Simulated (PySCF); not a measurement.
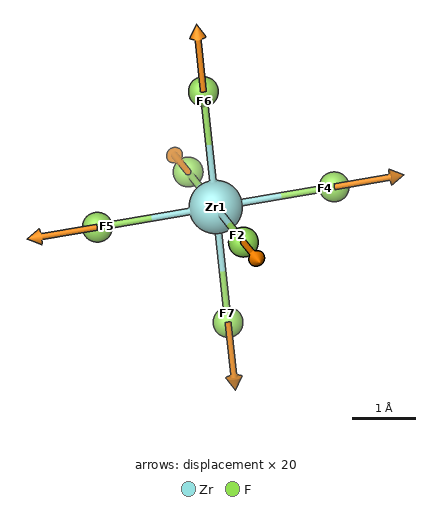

A relaxation of ZrF₆ (charge −2). The starting structure is drawn; orange arrows show the displacements, magnified 20 times. The two geometries are superimposed by the best rigid fit.

Style: ball-and-stick. Shown from a free direction.

The start comes from GFN2-xTB.

The calculation used PySCF 2.14.0, density-fitted response routines, PBE0-D3(BJ)/def2-SVP geometry optimisation, gas phase. 

Question: Which element moves most?

Answer: Fluorine: up to 0.059 Å, against 0.001 Å for zirconium.

Question: What did the optimiser do to the structure, and how much energy did it gain?

Answer: The energy falls by 24.9 kJ/mol in 5 geometry steps. The largest force component goes from 1.5 to 0.0039 eV/Å. The largest moves after the best rigid fit, 0.059 Å, are those of F atoms. Largest moves by element: F 0.059 Å, Zr 0.001 Å. Near-neighbour distances that change, for instance: F–Zr 1.963 → 2.022 Å.

Limits of the set-up: the basis has no diffuse functions, which an anion needs.
